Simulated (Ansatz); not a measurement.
## Electronic structure of AlAsH₄···CH₄ in real space

Input

```
crystal:
  periodic: [false, false, false]
  atoms:
    - {symbol: Al, position_ang: [-1.224755, 0.020696, -0.001000]}
    - {symbol: C, position_ang: [1.374575, -1.220564, 0.298061]}
    - {symbol: H, position_ang: [-1.631036, -0.972381, -1.171016]}
    - {symbol: H, position_ang: [-1.615208, -0.306312, 1.502389]}
    - {symbol: H, position_ang: [0.784197, -0.895352, 1.160965]}
    - {symbol: As, position_ang: [-0.182524, 2.156216, -0.542829]}
    - {symbol: H, position_ang: [2.152753, -0.486673, 0.099118]}
    - {symbol: H, position_ang: [1.809288, -2.188815, 0.544230]}
    - {symbol: H, position_ang: [0.765009, -1.352558, -0.602068]}
    - {symbol: H, position_ang: [-1.099554, 2.887959, 0.427490]}
    - {symbol: H, position_ang: [-1.132642, 2.357782, -1.715340]}
basis:
  gaussian: {orbitals: def2-TZVPP}
hamiltonian: {xc: pbe0, dispersion: d4}
output: {orbitals: {seedname: orbitals}}
```

Run with:

```sh
ansatz run in.yaml --threads 4 --pin off --events-out ev --progress --plain --max-ram 9574MiB
```

The product side of a reaction path; geometry: PBE0-D4/def2-TZVP.

Computed with Ansatz, RKS PBE0-D4/def2-TZVPP.

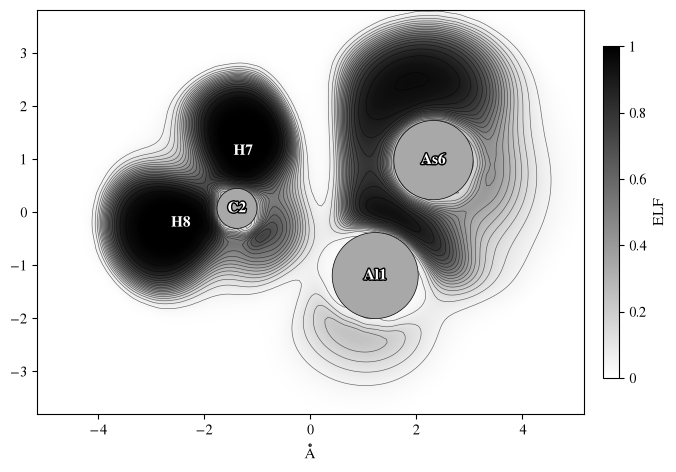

Figure 1. Electron localisation function on the plane of atoms H7, C2 and H8. Grey discs cover the atomic cores.

Q: Read the bonding off the picture.

A: The section cuts through Al, C, As and H sites. C2···Al1 (2.90 Å): the ELF is about 0.15 at the midpoint. Al–As (2.44 Å): the ELF peaks at about 0.95 between the atoms: a covalent bond. C–H (1.09 Å): the ELF climbs to about 1 towards the hydrogen, as it does in any bond to H: an ordinary covalent bond to hydrogen.

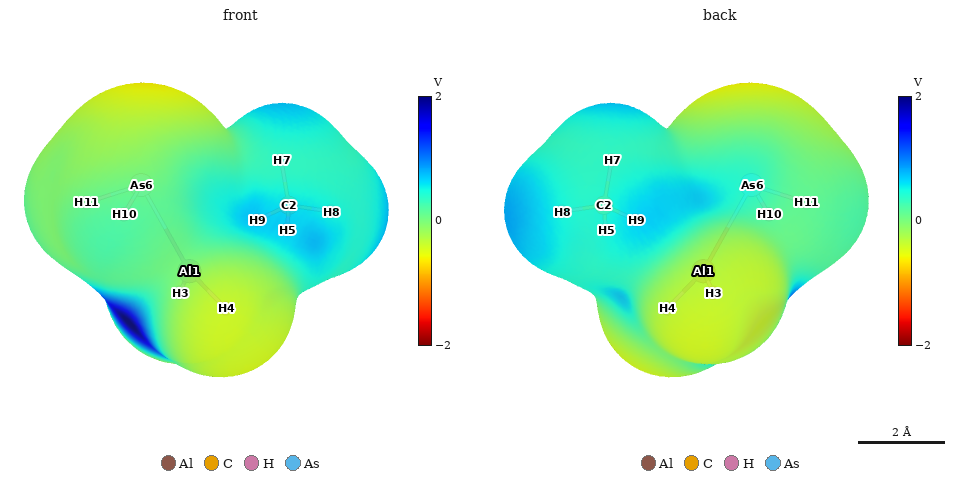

Figure 2. The molecular electrostatic potential painted on the density surface at 0.001 e/bohr³, seen from the front and from behind; the colour scale runs from red (negative) to blue (positive).

Q: Describe the electrostatic potential map.

A: The most negative region (about −0.6 V, or −14 kcal/mol for a unit charge) lies over As6, the most positive (about +1.8 V, or +42 kcal/mol for a unit charge) over Al1.

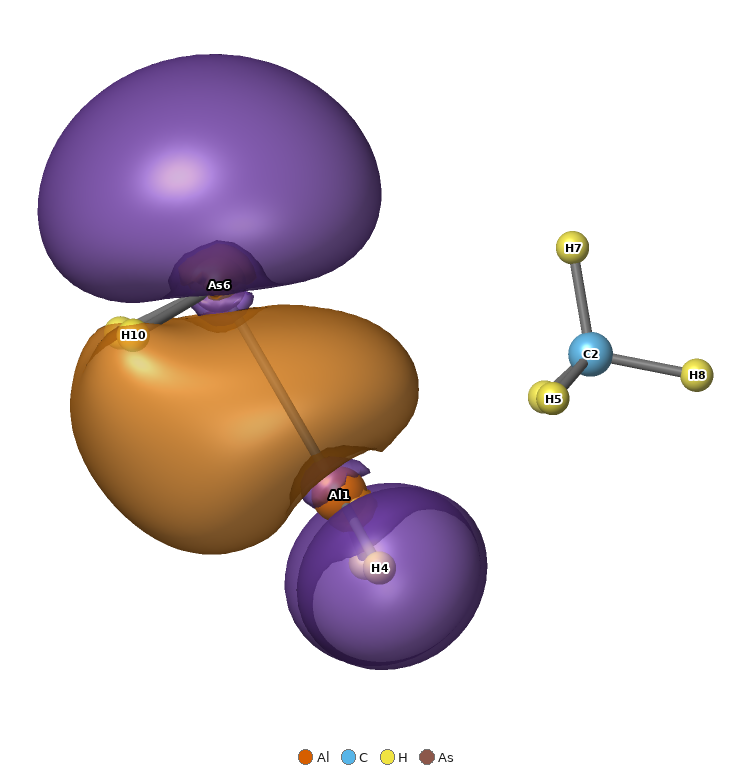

Figure 3. One frontier orbital at ±0.06 Å⁻³ᐟ² (orange and purple are the two phases), seen at a tilt.

Q: Which orbital is it: HOMO or LUMO?

A: The HOMO, at −6.98 eV. By Hirshfeld shares it lies mainly on As6 (about 65 %) and Al1 (about 20 %).

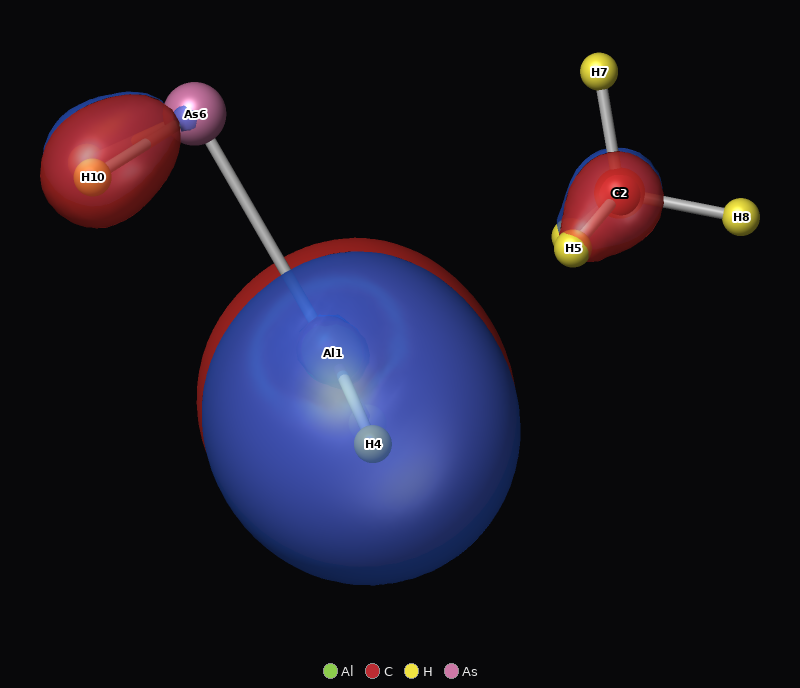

Figure 4. The HOMO−1 at ±0.08 Å⁻³ᐟ² (red and blue are the two phases), seen at a tilt.

Q: Where does this orbital lie, and at what energy?

A: It lies mainly on Al1 (about 35 %), H3 (about 30 %) and H4 (about 30 %). Its energy is −8.40 eV.
